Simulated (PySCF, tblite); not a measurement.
**C₆H₈FOS radical: geometry, infrared bands and EPR parameters**

What infrared bands and EPR parameters should C₆H₈FOS radical (`C[S@@](=O)[C@]12[CH][C@H](C1)[C@H]2F`) show?

Computed with tblite 0.8.0 and PySCF 2.14.0, with density-fitted response routines of our own, on a single molecule in the gas phase. Atoms are numbered from 0 throughout.

## 1. The starting structure

17 atoms, charge 0, multiplicity 2; geometry from: force field or distance geometry start.

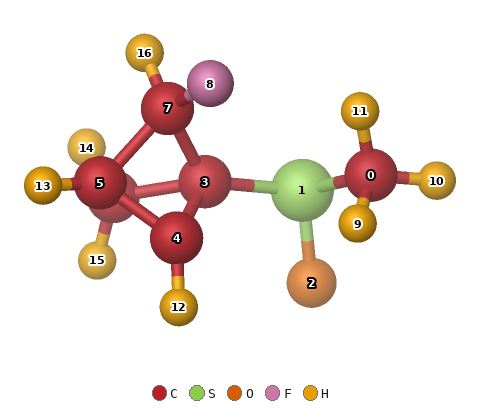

The starting geometry (carbon red, sulfur green, oxygen orange, fluorine pink, hydrogen amber), atoms numbered; sticks join atoms by distance.

## 2. Optimising the geometry with GFN2-xTB

The job: settings as JSON, then the geometry in Å.

```
{"job": {"kind": "relax", "xc": "GFN2-xTB", "basis": "xTB"}, "charge": 0, "multiplicity": 2}
C      2.361700     0.641200     0.196900
S      1.476100    -0.655600    -0.705400
O      1.867600    -1.977400    -0.074800
C     -0.129400    -0.254100    -0.110200
C     -0.548600    -0.250600     1.328500
C     -1.838400     0.099700     0.686900
C     -1.459200    -1.023600    -0.330100
C     -0.953500     1.045400    -0.210800
F     -0.455500     2.166900     0.347100
H      2.188700     0.546400     1.278300
H      3.418700     0.545400    -0.012300
H      2.009400     1.618800    -0.148400
H     -0.361500    -1.023800     2.060800
H     -2.767900     0.297200     1.178600
H     -1.916000    -0.956700    -1.320500
H     -1.523200    -2.062800     0.038700
H     -1.376100     1.255600    -1.205300
```

Launch:

```
OMP_NUM_THREADS=1 python probes_run.py task.json out
```

The driver reads the jobs from task.json and runs them one after another.

Standard output:

```text
step      E/eV     max force
  0    -783.12354    3.089
  1    -783.31719    1.225
  2    -783.35461    0.457
  3    -783.37609    0.203
  4    -783.38087    0.176
  5    -783.38619    0.132
  6    -783.38831    0.107
  7    -783.39011    0.083
  8    -783.39138    0.107
  9    -783.39263    0.120
 10    -783.39358    0.091
 11    -783.39432    0.058
 12    -783.39491    0.056
 13    -783.39543    0.060
 14    -783.39587    0.048
 15    -783.39622    0.039
 16    -783.39655    0.049
 17    -783.39700    0.069
 18    -783.39757    0.068
 19    -783.39810    0.055
 20    -783.39842    0.035
 21    -783.39859    0.028
 22    -783.39871    0.028
 23    -783.39884    0.028
 24    -783.39898    0.030
 25    -783.39914    0.034
 26    -783.39929    0.035
 27    -783.39943    0.030
 28    -783.39954    0.027
 29    -783.39962    0.031
 30    -783.39969    0.023
 31    -783.39976    0.024
 32    -783.39984    0.024
 33    -783.39992    0.024
 34    -783.40000    0.027
 35    -783.40007    0.021
 36    -783.40016    0.026
 37    -783.40026    0.028
 38    -783.40038    0.026
 39    -783.40050    0.028
 40    -783.40059    0.022
 41    -783.40065    0.019
 42    -783.40072    0.020
 43    -783.40081    0.025
 44    -783.40093    0.029
 45    -783.40106    0.028
 46    -783.40118    0.027
 47    -783.40131    0.032
 48    -783.40150    0.035
 49    -783.40171    0.039
 50    -783.40193    0.039
 51    -783.40213    0.034
 52    -783.40233    0.033
 53    -783.40253    0.038
 54    -783.40275    0.032
 55    -783.40296    0.041
 56    -783.40319    0.054
 57    -783.40342    0.049
 58    -783.40359    0.031
 59    -783.40370    0.024
 60    -783.40378    0.021
 61    -783.40385    0.027
 62    -783.40391    0.021
 63    -783.40396    0.012
 64    -783.40398    0.009
```

Run time: 0.35 s. Hardware: 1 thread of Arm Neoverse V2, shared host.

Along the way: (not every step is listed)

```csv
step,energy from step 0 (eV),largest force (eV/Å)
0,0.0000,3.0888
1,-0.1936,1.2247
2,-0.2311,0.4566
3,-0.2525,0.2035
4,-0.2573,0.1765
5,-0.2627,0.1316
6,-0.2648,0.1066
7,-0.2666,0.0830
8,-0.2678,0.1074
13,-0.2719,0.0605
18,-0.2740,0.0684
23,-0.2753,0.0279
28,-0.2760,0.0266
33,-0.2764,0.0243
38,-0.2768,0.0262
43,-0.2773,0.0252
48,-0.2780,0.0349
53,-0.2790,0.0383
58,-0.2800,0.0310
59,-0.2802,0.0236
60,-0.2802,0.0213
61,-0.2803,0.0273
62,-0.2804,0.0214
63,-0.2804,0.0124
64,-0.2804,0.0095
```

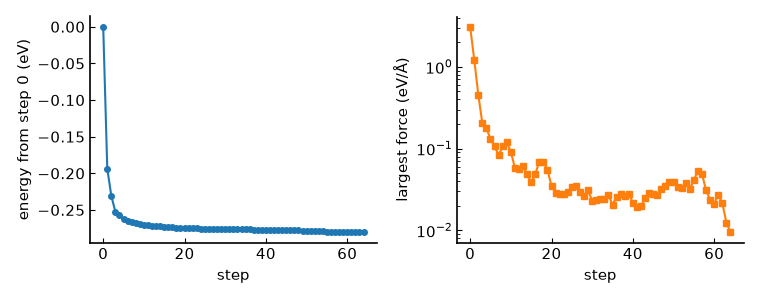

Energy and force, step by step.

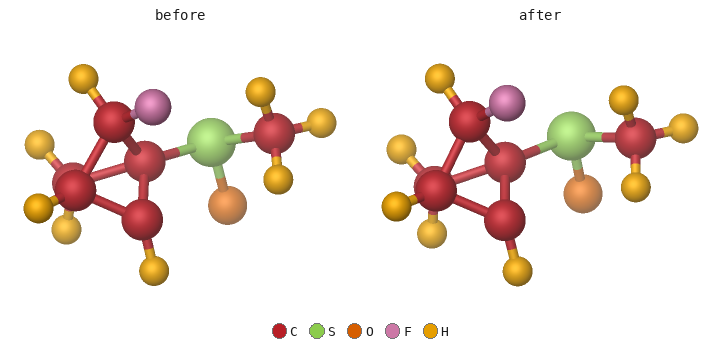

The geometry before (left) and after (right).

Distances of close pairs at the start and the end, largest changes first:

```csv
bond,before (Å),after (Å),change (Å)
S1–C3,1.759,1.841,+0.082
S1–O2,1.516,1.462,-0.054
C5–C7,1.576,1.540,-0.036
C0–S1,1.811,1.843,+0.032
C4–C5,1.483,1.512,+0.029
C7–F8,1.348,1.368,+0.020
C6–H15,1.105,1.085,-0.020
C3–C4,1.499,1.518,+0.019
```

The next job starts from the end point, and lists it.

## 3. Infrared spectrum with GFN2-xTB

The job: settings as JSON, then the geometry in Å.

```
{"job": {"kind": "ir", "xc": "GFN2-xTB", "basis": "xTB"}, "charge": 0, "multiplicity": 2}
C      2.380327     0.597204     0.264091
S      1.502980    -0.591182    -0.838008
O      1.837545    -1.933665    -0.365401
C     -0.135192    -0.221057    -0.083868
C     -0.518845    -0.172102     1.383781
C     -1.826717     0.115314     0.682375
C     -1.437609    -1.038356    -0.271885
C     -1.027847     1.021901    -0.272013
F     -0.553887     2.200913     0.233818
H      2.162844     0.353638     1.298363
H      3.444656     0.506965     0.073156
H      2.035266     1.596034     0.023308
H     -0.324316    -0.913439     2.136851
H     -2.796076     0.314286     1.118258
H     -1.880576    -1.019765    -1.268275
H     -1.436395    -2.039411     0.146300
H     -1.433158     1.234752    -1.262815
```

Standard output:

```text
mode    cm-1     km/mol
  1      42.7      9.03
  2     106.4     10.37
  3     140.7      0.36
  4     161.4      0.48
  5     238.8      0.69
  6     254.2      1.18
  7     286.2      2.84
  8     355.2      9.69
  9     420.7     19.49
 10     447.9      5.50
 11     484.5     28.71
 12     566.2     13.58
 13     673.5     48.58
 14     792.6     16.37
 15     827.9      2.86
 16     871.3      2.59
 17     875.3     11.23
 18     893.1     28.55
 19     897.5      9.63
 20     953.6      0.76
 21     966.6     10.00
 22     986.6      3.52
 23    1018.1      9.13
 24    1040.9      0.16
 25    1071.1     51.49
 26    1084.7     19.00
 27    1109.0     32.14
 28    1135.7    167.63
 29    1140.9    142.42
 30    1191.5     39.96
 31    1203.8     13.08
 32    1240.7      0.35
 33    1288.8      4.11
 34    1322.6     33.21
 35    1432.4      7.02
 36    1443.8      6.02
 37    1483.0      0.78
 38    2950.5     15.65
 39    2960.0     71.28
 40    3044.6     19.27
 41    3050.1     65.46
 42    3054.7      1.61
 43    3066.5      4.16
 44    3078.3      4.13
 45    3103.5     28.06
```

Wall time 0.5 s (1 thread of Arm Neoverse V2, shared host).

Which atoms move in the most intense modes:

```csv
cm⁻¹,km/mol,atoms
674,48.6,"C0 53 %, S1 33 %"
1071,51.5,"C7 28 %, C3 17 %, H14 14 %, F8 12 %"
1136,167.6,"O2 29 %, C5 17 %, S1 16 %, H13 15 %"
1141,142.4,"O2 35 %, S1 18 %, C5 14 %, H13 12 %"
1192,40.0,"C5 28 %, C7 21 %, H13 14 %"
1323,33.2,"H16 71 %, C7 18 %"
2960,71.3,H16 86 %
3050,65.5,H13 87 %
```

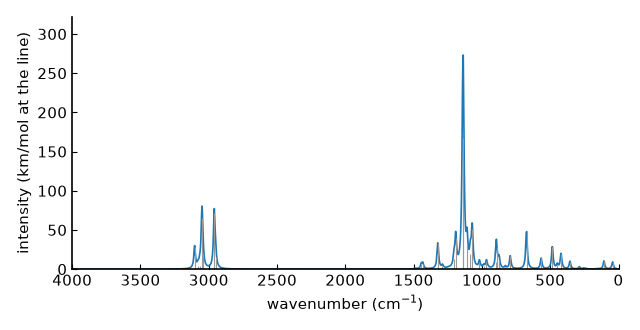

The infrared spectrum from these modes, unscaled. Lines are broadened to a width of 14 cm⁻¹ (Lorentzian).

## 4. g tensor and hyperfine couplings: B3LYP/pcH-1

The job, as its differences from that of step 3:

```diff
@@ -1,2 +1,2 @@
-{"job": {"kind": "ir", "xc": "GFN2-xTB", "basis": "xTB"}, "charge": 0, "multiplicity": 2}
+{"job": {"kind": "epr", "basis": "pcH-1"}, "charge": 0, "multiplicity": 2}
 C      2.380327     0.597204     0.264091
```

Method: UKS B3LYP, pcH-1 on C F H O S, non-relativistic, mean-field spin-orbit, GIAO.

Standard output:

```text
UKS, coarse grid
  cycle   1  E = -806.30848264  |g| = 7.73e-01
  cycle   2  E = -805.04066817  |g| = 1.89e+00
  cycle   3  E = -806.48769750  |g| = 2.77e-01
  cycle   4  E = -806.51559553  |g| = 1.34e-01
  cycle   5  E = -806.52217195  |g| = 2.18e-02
  cycle   6  E = -806.52235465  |g| = 9.54e-03
  cycle   7  E = -806.52239283  |g| = 2.72e-03
  cycle   8  E = -806.52239646  |g| = 1.01e-03
  cycle   9  E = -806.52239678  |g| = 5.08e-04
UKS, final grid
  cycle   1  E = -806.52234822  |g| = 7.89e-04
  cycle   2  E = -806.52234776  |g| = 1.37e-03
  cycle   3  E = -806.52234846  |g| = 1.58e-04
  cycle   4  E = -806.52234847  |g| = 3.45e-05
  cycle   5  E = -806.52234847  |g| = 2.27e-05
E = -806.52234847 Eh   <S^2> = 0.7532 (exact 0.7500)
g shifts (ppm)      1          2          3
  rmc          -159       -159       -159
  gc              7         35         18
  oz_so         -28        340        866
  total        -180        217        725
hyperfine (MHz)  atom isotope    a_iso     a_fc   dipolar eigenvalues
    0   13C       0.82       0.82     -1.01     -0.31      1.33
    1   33S       0.06       0.05     -0.37      0.09      0.28
    2   17O      -0.02      -0.02     -0.60      0.22      0.38
    3   13C     -16.11     -16.12     -4.65     -1.28      5.93
    4   13C     255.84     255.95    -79.35    -75.64    154.99
    5   13C     -16.35     -16.36     -4.46     -1.06      5.51
    6   13C     126.64     126.64     -5.80     -4.75     10.55
    7   13C      56.84      56.85     -3.20     -2.99      6.19
    8   19F       4.72       4.70    -10.66     -6.17     16.83
    9    1H       0.94       0.94     -4.42     -3.69      8.11
   10    1H       0.04       0.04     -1.19     -1.01      2.20
   11    1H      -0.09      -0.09     -2.17     -1.89      4.06
   12    1H       7.14       7.12    -35.05     -3.78     38.83
   13    1H       0.36       0.36     -4.71     -3.31      8.02
   14    1H      77.53      77.53     -3.57     -1.99      5.56
   15    1H      -0.85      -0.85     -6.38     -2.95      9.33
   16    1H       0.43       0.43     -3.19     -1.84      5.03
```

It took 2.3 min on 1 thread of Arm Neoverse V2, shared host; peak memory 1.1 GiB.

Principal g values 2.00214, 2.00254, 2.00304; g(iso) = 2.00257, against 2.00232 for a free electron.

Mean a(iso) over the nuclei that a row names, and the largest dipolar term of the row (other rows stand at the frozen geometry):

```csv
nuclei,isotope,a(iso) (MHz),"a(iso) (G, at g = 2.0023)",largest dipolar term (MHz)
C4,13C,255.8,91.3,155.0
C6,13C,126.6,45.2,10.6
H14,1H,77.5,27.7,5.6
C7,13C,56.8,20.3,6.2
C5,13C,-16.4,-5.8,5.5
C3,13C,-16.1,-5.7,5.9
H12,1H,7.1,2.5,38.8
F8,19F,4.7,1.7,16.8
H15,1H,-0.9,-0.3,9.3
C0,13C,0.8,0.3,1.3
H16,1H,0.4,0.2,5.0
H13,1H,0.4,0.1,8.0
"H9, H10, H11",1H,0.3,0.1,8.1
S1,33S,0.1,0.0,-0.4
```

Mulliken spin populations:

C0 0.00; S1 0.00; O2 0.00; C3 -0.04; C4 1.00; C5 -0.05; C6 0.04; C7 0.02; F8 0.00; H9 0.00; H10 0.00; H11 0.00; H12 -0.01; H13 0.00; H14 0.04; H15 0.00; H16 0.00

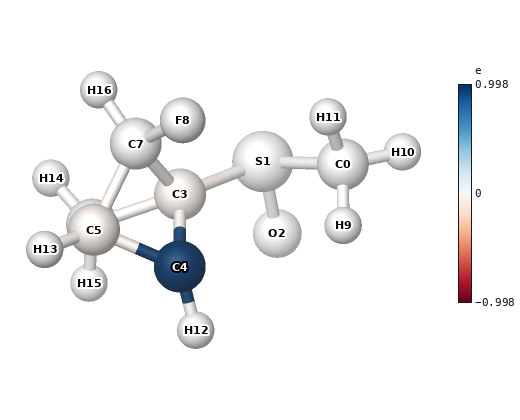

Mulliken spin populations, as colours on the atoms.

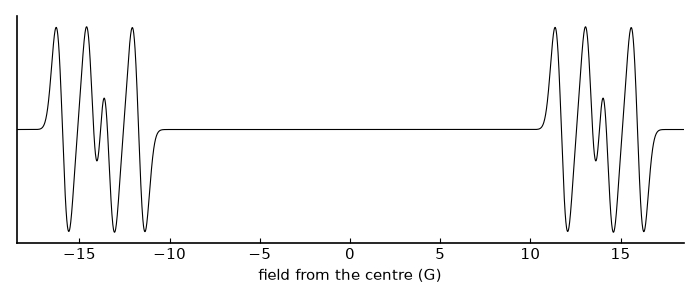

First-order isotropic spectrum (first derivative, main isotopes with spin only, couplings over 0.8 MHz, Gaussian width 0.3 G; couplings of the frozen geometry, rotation of groups not averaged beyond the rows shown).

Orbitals, density, ELF and potential are computed afterwards from the orbital file.

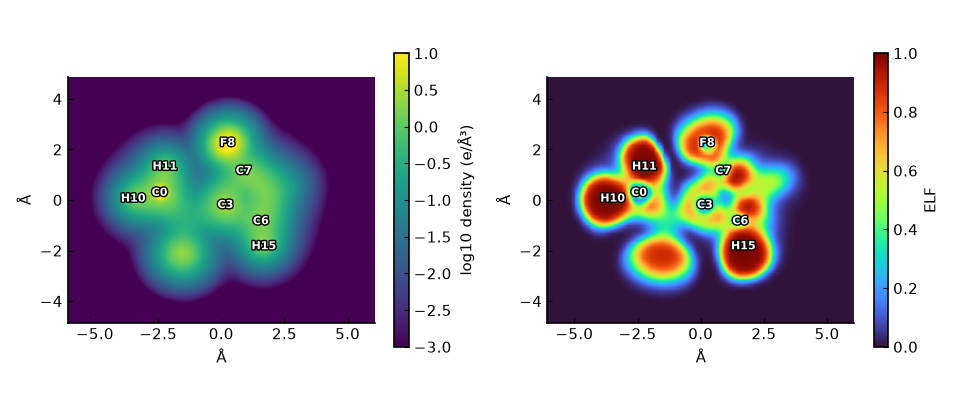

Density (left) and ELF (right) in a plane through or near 8 of the atoms.

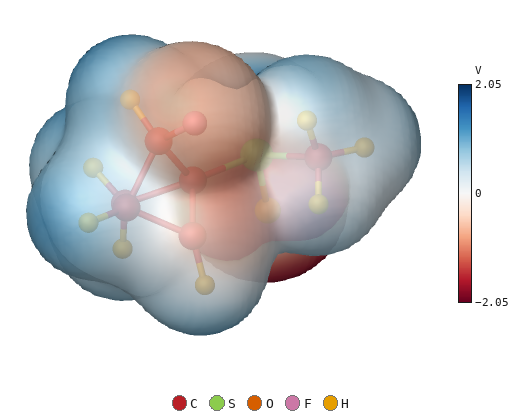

Electrostatic potential on the surface of density 0.002 e/bohr³; red is low, blue high. It runs from -2.05 V near O2 to 1.23 V near H16.

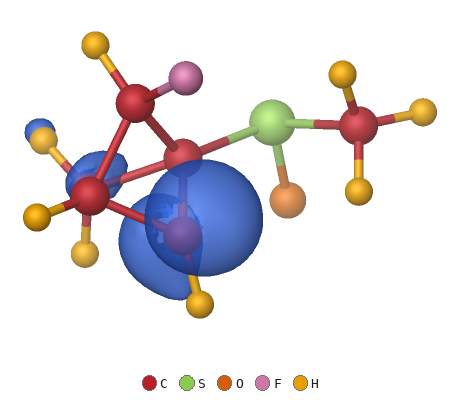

Spin density at ±0.05 e/Å³ (alpha excess blue, beta excess red).

## 5. Outcome

```
                                 quantity                  value
strongest single infrared mode (GFN2-xTB)  1136 cm⁻¹, 168 km/mol
             zero-point energy (GFN2-xTB)          78.3 kcal/mol
                           g(iso) (B3LYP)                2.00257
                                     ⟨S²⟩     0.753 (exact 0.75)
       largest a(iso) (averaged by class)   13C on C4, 255.8 MHz
    surface potential, least and greatest     -2.05 V and 1.23 V
```

What this shows: Relaxing lowered the energy by 0.280 eV in 64 steps; the close pair that moved most is S1–C3, from 1.759 to 1.841 Å. All 45 modes are real, so the xTB geometry is a minimum. The strongest single mode, at 1136 cm⁻¹, has its largest shares on O2, C5, S1 and H13 (the list is cut at 4 atoms). GFN2-xTB is a fitted tight-binding method: band positions and strengths are rough. Its intensities can rank the bands wrongly. Most of the unpaired spin sits on C4 (1.00 e). The isotropic g lies 0.3 ppt above the free-electron value.
